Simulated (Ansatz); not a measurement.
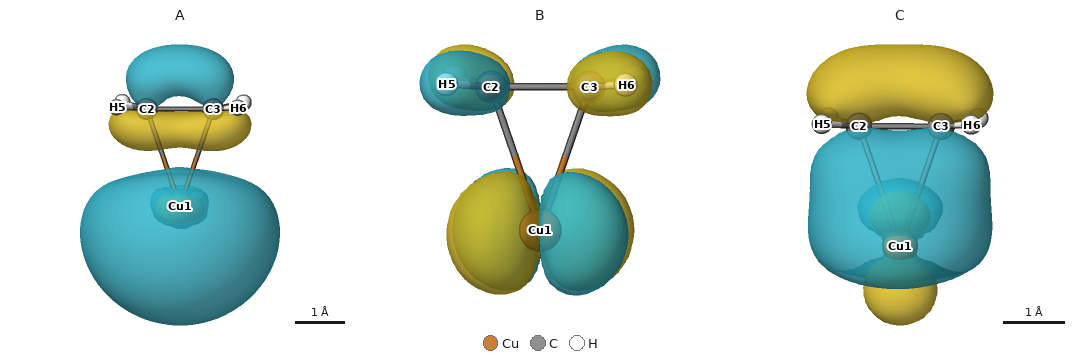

Figure 1: C$_{2}$H$_{4}$Cu (charge +1). Three frontier orbitals at ±0.08 Å⁻³ᐟ² (yellow and cyan are the two phases), in no order.

Geometry: PBE0-D4/def2-TZVP.

All numbers below come from RKS PBE0-D4/def2-TZVPPD in Ansatz.

```xyz
7

Cu    0.0602    0.1399   -1.7476
C     0.6697    0.0516    0.2626
C    -0.6857   -0.0890    0.2047
H     1.3234   -0.8167    0.3026
H     1.1267    1.0218    0.4431
H    -1.3454    0.7654    0.3374
H    -1.1487   -1.0731    0.1970
```

### Order the three orbitals by energy and name them.

B is the HOMO−1 (−14.70 eV). By Hirshfeld shares it lies mainly on Cu1 (about 95 %). C is the HOMO (−14.05 eV). By Hirshfeld shares it lies mainly on Cu1 (about 75 %), C2 (about 10 %) and C3 (about 10 %). A is the LUMO (−7.72 eV). It lies mainly on Cu1 (about 85 %).

### What is the HOMO–LUMO gap?

6.33 eV between the orbital energies.
